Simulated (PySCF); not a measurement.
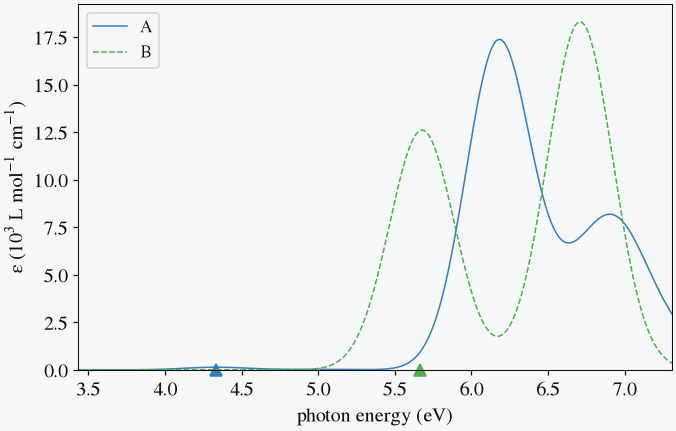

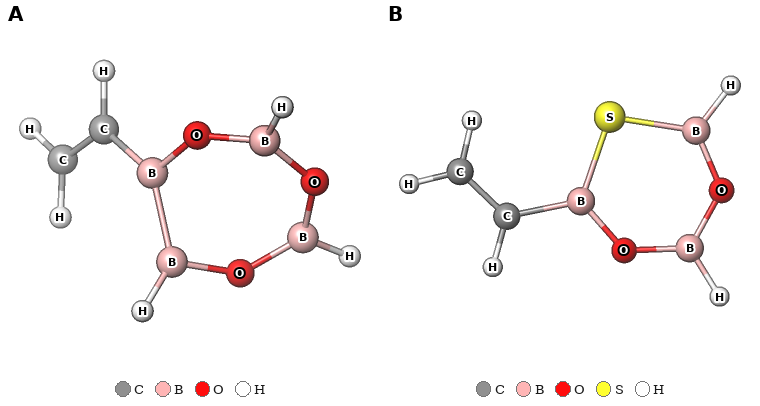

Related molecules: A is C₂H₆B₄O₃, SMILES C=CB1BOBOBO1; B is C₂H₅B₃O₂S, SMILES C=CB1OBOBS1. Vertical TDDFT absorption, CAM-B3LYP/def2-SVPD in PySCF, at a GFN2-xTB geometry (no frequency check); Gaussians of 1/e half-width 0.30 eV, triangles mark S1, and the range ends where the computed states of one molecule run out.

How does the lowest singlet move?

Answer. A: 4.33 eV (f = 0.003, mainly HOMO → LUMO (89 %)); B: 5.67 eV (f = 0.009, mainly HOMO−1 → LUMO (88 %)) (S2 lies within 0.06 eV, too close to order). From A to B it shifts 1.33 eV to the blue; the leading orbital pair differs.

And the brightest state of each within the range drawn?

Answer. A: S3 at 6.18 eV, f = 0.32; B: S6 at 6.71 eV, f = 0.33.

Limits of at least one run: core orbitals are frozen in the response; one conformer of a flexible molecule; the tight-binding geometry is rougher than a DFT one and adds to the error.
